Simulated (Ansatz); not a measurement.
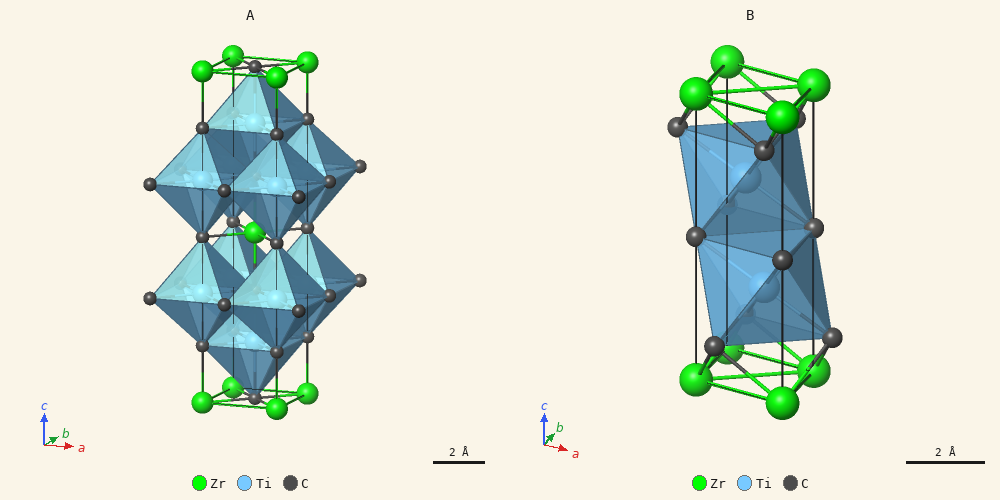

Two structures of ZrTi2C3, each relaxed to rest (conventional cells in solid outline, small ones repeated, not to one scale). Method: DFT PBE, scalar-relativistic, plane waves, PAW in Ansatz, without spin polarisation.

What are A and B?

A: 12 atoms a cell on a body-centred tetragonal lattice, I4/mmm. B: 6 atoms a cell on a primitive hexagonal lattice, P-3m1.

Which of the two does the method prefer?

B is lower, by 22 meV/atom at this level of theory (energies at zero smearing). Volumes: A 11.2, B 11.1 Å³/atom.

One or both may be structure types tried for this composition rather than known phases.
